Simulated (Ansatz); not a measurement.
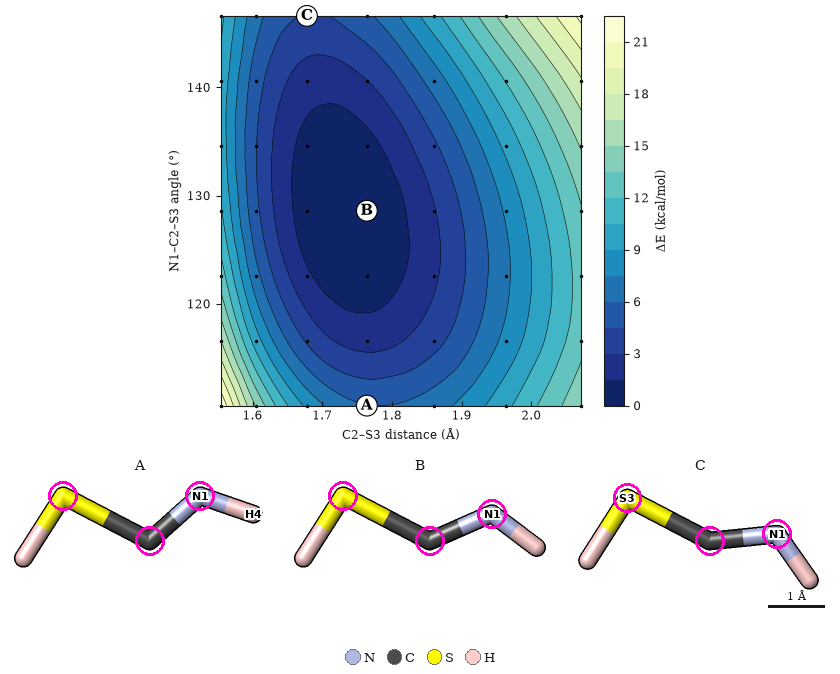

A scan of CH$_{2}$NS (multiplicity 2): the C–S bond length and the N–C–S angle are varied on a grid, with the rest of the molecule carried along rigidly. The map is interpolated between the computed points (dots). The lettered frames are marked on it. A stick model, seen face on. The ringed atoms are those of the scanned coordinates.

Single-point energies from Ansatz with r2SCAN-D4 in the def2-TZVPP basis, on geometries moved rigidly from the minimum at PBE0-D4/def2-TZVP. Energies are counted from the PBE0-D4/def2-TZVP minimum geometry at the same level.

> Where is the lowest point of the map, and what else does it tell?

In pairs of (C2–S3 distance (Å); N1–C2–S3 angle (°)): the lowest computed point lies at (1.764, 128.6) (0.2 kcal/mol), the highest at (1.554, 110.6) (22.3 kcal/mol). The valley is tilted: raising the C–S bond length is made harder by raising the N–C–S angle (cross term 0.27 of the geometric mean of the two curvatures). Over the ranges scanned the energy rises more along the first axis, the C–S bond length. The frames lie at A (1.764, 110.6): 6.1 kcal/mol, B (1.764, 128.6): 0.2 kcal/mol, C (1.678, 146.6): 4.4 kcal/mol.

The computed points:

Rows: C2–S3 distance (Å); columns: N1–C2–S3 angle (°); values in kcal/mol.

```csv
,110.6,116.6,122.6,128.6,134.6,140.6,146.6
1.554,22.3,16.6,12.9,10.7,9.9,10.1,10.9
1.605,14.9,9.8,6.5,4.9,4.6,5.2,6.6
1.678,8.7,4.3,1.8,0.8,1.0,2.3,4.4
1.764,6.1,2.5,0.6,0.2,1.1,3.0,5.7
1.860,6.9,4.0,2.8,2.9,4.2,6.7,10.0
1.963,10.1,7.9,7.2,7.7,9.4,12.1,15.7
2.072,14.7,13.1,12.7,13.4,15.2,17.9,21.4
```
